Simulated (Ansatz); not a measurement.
# LaCr: relaxing a made-up structure, part 2 of 2

Starting from a made-up structure for LaCr, the aim is the relaxed cell, its shortest contacts and, where a second run follows, its electronic structure.

Ansatz 0.2.0; DFT, PBEsol, plane-wave PAW, files of the set soft_1, scalar-relativistic, ferromagnetic start, cell and ions relaxed at zero pressure; PAW set soft_1 (the session's first sound run).

So far: Starting point; Relaxation of the guess. The relaxed cell has a = 6.057 Å (conventional setting).

**3. Electronic structure of the relaxed cell**

With the geometry fixed, one more self-consistent run, with a narrower smearing and the mesh shown in its input, gives the bands, and its pressure, and its forces where symmetry allows any, show how far the geometry depends on these settings.

This step: DFT, PBEsol, plane-wave PAW, files of the set soft_1, scalar-relativistic, ferromagnetic start, bands and density of states at the relaxed cell; PAW set soft_1 (Ansatz 0.2.0).

input.yaml reads:

```yaml
crystal:
  lattice:
    - [0.0, 3.0286293815, 3.0286293815]
    - [3.0286293815, 0.0, 3.0286293815]
    - [3.0286293815, 3.0286293815, 0.0]
  atoms:
    - { symbol: La, position: [0.0, 0.0, 0.0] }
    - { symbol: Cr, position: [0.5, 0.5, 0.5], spin: 3.6 }
magnetization:
  spin_polarized: true
kpoints:
  mp_grid: { grid: [10, 10, 10] }
  band_path:
    path:
      - [[0.0, 0.0, 0.0], [0.5, 0.0, 0.5], [0.5, 0.25, 0.75], [0.375, 0.375, 0.75], [0.0, 0.0, 0.0], [0.5, 0.5, 0.5], [0.625, 0.25, 0.625], [0.5, 0.25, 0.75], [0.5, 0.5, 0.5], [0.375, 0.375, 0.75]]
      - [[0.625, 0.25, 0.625], [0.5, 0.0, 0.5]]
    npoints: 8
scf:
  occupations: { method: fermi_dirac, width: 0.03 }
  n_extra_bands: 8
hamiltonian:
  xc: pbesol
  pseudopotentials: { kind: paw, azcp: { folder: soft_1 }, xc_functional: pbe }
output:
  forces: true
  stress: true
  write_bands: true
  dos: { projected: true }
  write_density: true
  write_potential: true
  elf: true
  volumetric_format: npy
```

Run with:

```
> ansatz run input.yaml --threads 4 --pin off --max-ram 8192MiB --backend cpu --events-out ev --progress --plain --runs-dir out
```

Numbers of over 12 decimals in the logs are rounded to 6 here.

What it wrote:

```text
La: projections on atomic orbitals take those of the free atom [Kr 4d10] 4f0 5s2 5p6 5d1 6s2, of charge +0.00 (hamiltonian.pseudopotentials.projection_atoms); the dataset's partial waves leave at most 1.9e-5 of an orbital's norm unspanned inside its sphere
[...]
Crystal: 2 atoms, lattice volume = 55.561 Å³
Basis set: ecut = 420 eV, 1067 PW (Γ), exchange–correlation on 60×60×60 points (8 copies of the dense FFT grid, shifted against one another)
Bands: 21, of which v1, the nominal top of the filled ones, is band 13 counted from 1 (12 counted from 0)
Symmetry: 48 space group operations
[...]
k-points: 47 of 1000
[...]
Starting moments: Σ|m| = 3.6 μB on 1 of 2 sites
[...]
SCF iter   1: F=—  HF=-9508.333154 eV  |F-HF|=—  |Δ(HF+E_count)|=         —  Δρ=5.94e-2 (↑5.94e-2 ↓3.84e-2)  dr2=6.54e0  dr2_m=8.21e-2  M=3.697 μB ∫|m|=3.760 μB  β_m=0.30  ethr=3.10e-3  ⟨swp⟩=3.7  Hψ=7473  notcnv=0
[...]
SCF iter  10: F=-9508.573431 eV  HF=-9508.573431 eV  |F-HF|=1.39e-9  |Δ(HF+E_count)|=  2.18e-10  Δρ=1.24e-6 (↑1.24e-6 ↓3.47e-7)  dr2=1.76e-9  dr2_m=1.57e-10  M=3.929 μB ∫|m|=4.181 μB  ethr=8.19e-11  ⟨swp⟩=11.1  Hψ=12547  notcnv=0
SCF 1 converged in 10 iterations: F = -9508.573431 eV  dr2 = 1.76e-9
[...]
NSCF: frozen V_eff on 82 k-points
SCF converged after 10 iterations
Magnetization: 3.9293 μB (14.4646 up, 10.5354 down)
Absolute magnetization: 4.1834 μB (∫|ρ↑−ρ↓|, with the PAW one-centre terms)
[...]
Per-site moments (μB) at R_I (Å): [(0.070632, 1.249310), (3.654292, 1.249310)]
Free energy (F): -9508.573431 eV
[...]
Internal energy: -9508.565933 eV  (E = F + TS)
E sigma→0 (E₀):  -9508.569682 eV
Entropy (-TS):   -0.007498 eV (-3.749 meV/atom)
Fermi energy:    10.781269 eV
[...]
--- Stress (GPa, compression-positive) ---
       -0.000138      -0.000000       0.000000
       -0.000000      -0.000138      -0.000000
        0.000000       0.000000      -0.000138
  P = ⅓ Tr σ = -0.0001 GPa (-0.001 kbar)
--- Band table (eV; the first three rows and the last of 94) ---
  k-point 0 ↑: bands = [... 9 lower, 8.4429, 8.4429, 8.7282, 8.7282, 8.7282, 12.7014, 12.7014, 12.7014, ... 4 higher]
  k-point 1 ↑: bands = [... 9 lower, 8.5163, 8.5163, 8.7330, 8.7914, 8.7914, 12.5749, 12.6479, 12.6479, ... 4 higher]
  k-point 2 ↑: bands = [... 9 lower, 8.7242, 8.7242, 8.7688, 8.9658, 8.9658, 12.1228, 12.4296, 12.4296, ... 4 higher]
  k-point 46 ↓: bands = [... 9 lower, 9.7088, 10.5791, 11.7018, 11.7870, 12.4881, 12.7659, 12.8135, 12.8312, ... 4 higher]
```

The job ended after 4.3 s (4 threads of Intel Xeon Platinum 8375C at 2.90GHz (Ice Lake), shared host; peak memory 0.47 GiB; 14 s of CPU time).

In the SCF lines HF is the Harris–Foulkes energy and dr2 the Hartree energy of the density residual, in eV; the loop may stop once dr2 is under the threshold and the program's other checks hold. Hψ counts applications of the Hamiltonian.

This step gave:

| Quantity | Value |
| --- | --- |
| free energy | -9508.5734 eV |
| energy at zero smearing | -9508.5697 eV |
| smearing term TS | 0.007498 eV |
| magnetization | 3.929 μB |
| site moments | 0.07063, 3.654 μB |
| pressure | -1.38e-4 GPa |

From bands.tsv, the bands that come nearest the Fermi level along the path, at its corners, in eV from the Fermi level:

```
point  band_14_up  band_15_up  band_16_up  band_9_dn  band_10_dn  band_11_dn  band_12_dn  band_13_dn
    Γ        1.92        1.92        1.92      -0.39       -0.39       -0.39       -0.13       -0.13
    X        1.11        1.93        1.93      -1.88        0.57        1.24        1.28        2.00
    W        0.54        1.16        1.16      -0.66       -0.66        0.91        1.12        1.55
    K        0.86        0.97        1.59      -1.17        0.25        0.85        0.94        1.47
    Γ        1.92        1.92        1.92      -0.39       -0.39       -0.39       -0.13       -0.13
    L       -0.27        0.35        0.35      -0.10        0.81        0.81        1.10        1.10
    U        0.86        0.97        1.59      -1.17        0.25        0.85        0.94        1.47
    W        0.54        1.16        1.16      -0.66       -0.66        0.91        1.12        1.55
    L       -0.27        0.35        0.35      -0.10        0.81        0.81        1.10        1.10
    K        0.86        0.97        1.59      -1.17        0.25        0.85        0.94        1.47
    U        0.86        0.97        1.59      -1.17        0.25        0.85        0.94        1.47
    X        1.11        1.93        1.93      -1.88        0.57        1.24        1.28        2.00
```

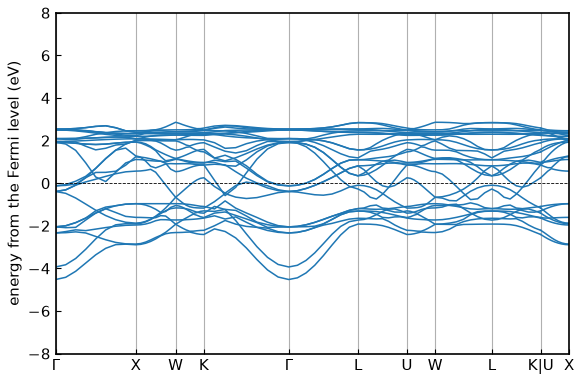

Bands along the path. 16 bands lie wholly below the window drawn.

Site moment by atom:

```csv
atom,site moment (μB)
La1,0.07
Cr2,3.65
```

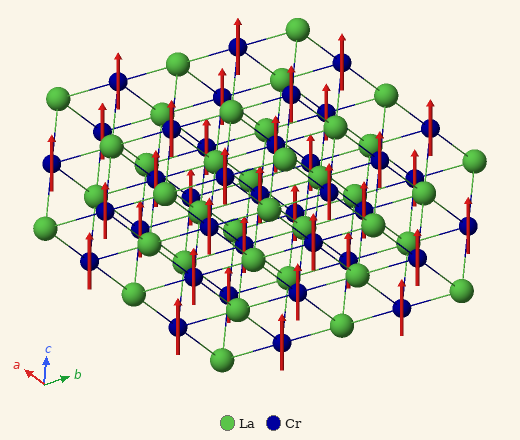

Site moment as arrows, the longest 3.65 μB. Up and down stand for the sign. Arrows give size and sign along the axis of quantisation, drawn up and down the page. 2×2×1 conventional cells are drawn. Some periodic images of atoms are drawn too.

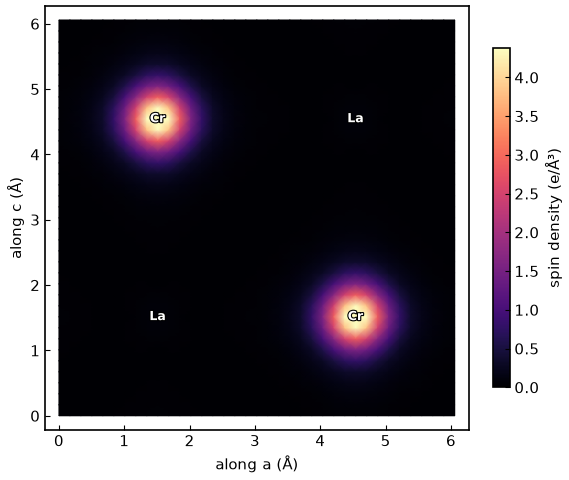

Spin density in the ac plane of the conventional cell at fractional y = 0.000, with atoms of La and Cr within 0.2 Å of it. The map starts off the cell's origin, so that atoms lie inside it.

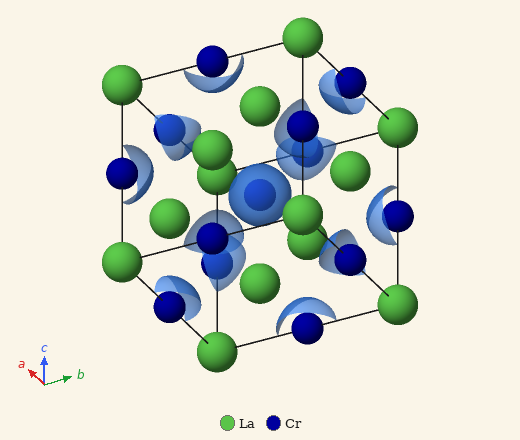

Surface of spin density = 0.22 e/Å³, which holds about 70 % of the integral of its size.

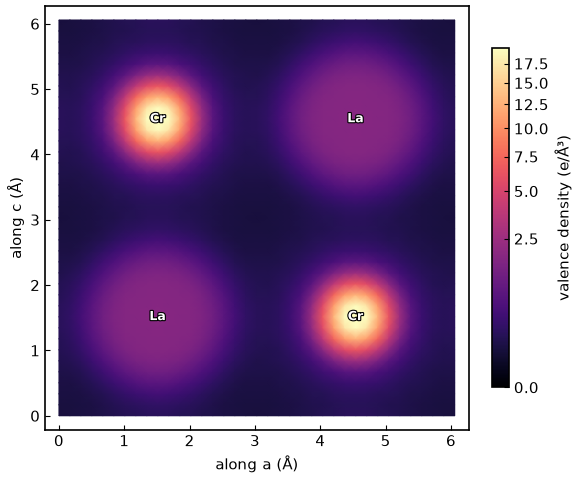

Valence density in the ac plane of the conventional cell at fractional y = 0.000, with atoms of La and Cr within 0.2 Å of it. It is the smooth field of the valence electrons, not physical close to the nuclei. The map starts off the cell's origin, so that atoms lie inside it. The colour scale is stretched toward low values.

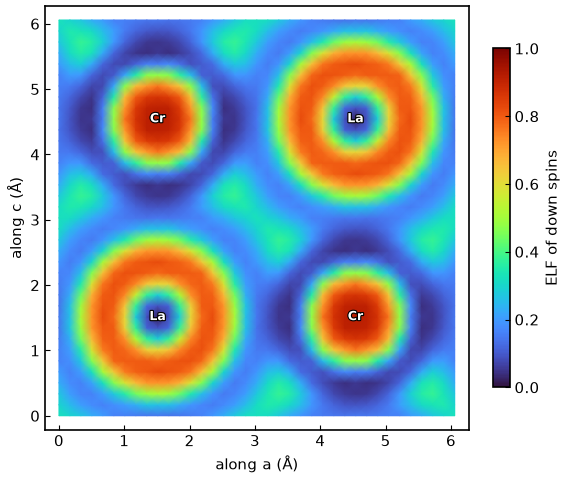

ELF of down spins in the ac plane of the conventional cell at fractional y = 0.000, with atoms of La and Cr within 0.2 Å of it. It is the smooth field of the valence electrons, not physical close to the nuclei. The map starts off the cell's origin, so that atoms lie inside it.

**4. Results**

```
space group, relaxed : Fm-3m
conventional cell    : a = 6.057, b = 6.057, c = 6.057 Å; α = 90.0°, β = 90.0°, γ = 90.0°
volume per atom      : 27.78 Å³ (guess 22.63)
total moment         : 3.92 μB in the cell of 2 atoms
```

**Reading.** LaCr relaxes to Fm-3m with a = 6.057, b = 6.057 and c = 6.057 Å. The guessed volume was 19 % too small. The space group Fm-3m was held in the relaxation, so the end point is a stationary structure within it and may be a saddle against distortions or other arrangements. The input starts from parallel moments, and no other start was typed. Bands cross the Fermi level, so it is a metal or semimetal at this level. On the 10×10×10 mesh with the narrower smearing (relaxed on 8×8×8) the forces vanish, as symmetry may demand, and the largest stress component is 0.000 GPa, within the relaxation's thresholds of 0.015 eV/Å and 0.05 GPa. The cutoff wasn't tested. Spin-orbit coupling is left out, which can matter for elements this heavy. No dispersion term is used, so weakly bound directions may come out too long. Nothing here tests whether the compound is stable against decomposition.

[Logs are printed without paths, hosts, clocks, repeated set-up lines and the standing remarks that a program may print on its own settings, such as how far it seeks lower states.]

[Hosts, paths, dates, database ids (printed as entryN), source tags and the programs' standing remarks are cut or masked in the printed files.]
